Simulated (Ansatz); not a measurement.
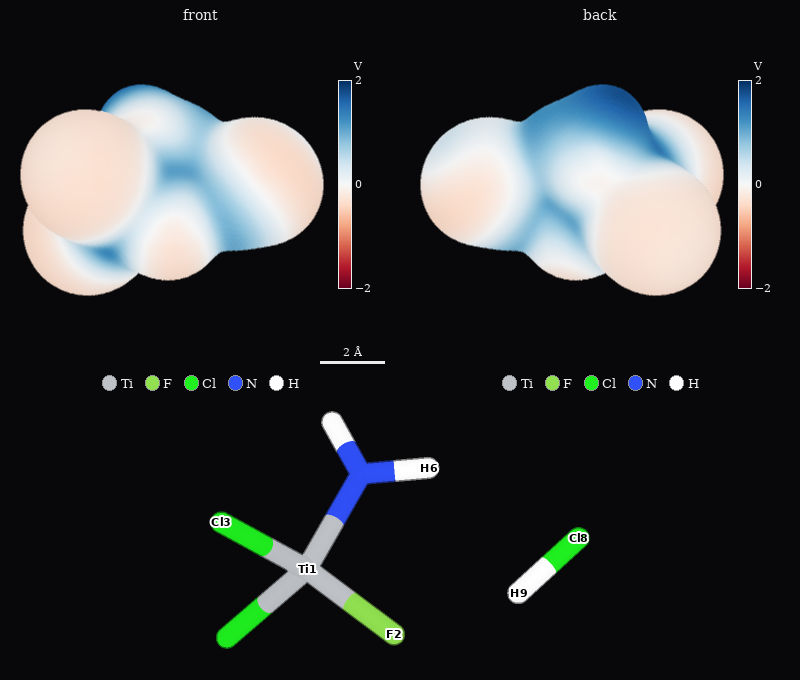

Figure 1: Cl2FH2NTi···HCl. The electrostatic potential painted on the density surface at 0.001 e/bohr³, seen from the front and from behind; the colour scale runs from red (negative) to blue (positive). The bare structure is drawn below in the same view.

The calculation used RKS BLYP/def2-SVP (Ansatz).

```json
{"atom": "Ti", "x (Å)": "0.0590", "y (Å)": "0.2729", "z (Å)": "-0.2828"}
{"atom": "F", "x (Å)": "0.7009", "y (Å)": "0.0684", "z (Å)": "1.3617"}
{"atom": "Cl", "x (Å)": "1.6455", "y (Å)": "0.8695", "z (Å)": "-1.7197"}
{"atom": "Cl", "x (Å)": "-1.6164", "y (Å)": "1.7287", "z (Å)": "-0.3619"}
{"atom": "N", "x (Å)": "-0.5781", "y (Å)": "-1.4072", "z (Å)": "-0.7417"}
{"atom": "H", "x (Å)": "-0.4700", "y (Å)": "-2.2043", "z (Å)": "-0.0914"}
{"atom": "H", "x (Å)": "-1.0472", "y (Å)": "-1.6870", "z (Å)": "-1.6128"}
{"atom": "Cl", "x (Å)": "0.4170", "y (Å)": "-3.0305", "z (Å)": "2.2728"}
{"atom": "H", "x (Å)": "0.6814", "y (Å)": "-1.7493", "z (Å)": "2.2331"}
```

Describe the electrostatic potential map.

The most negative region (about −0.4 V) lies over F2, Cl3, Cl4 and Cl8, the most positive (about +1.7 V) over H7.
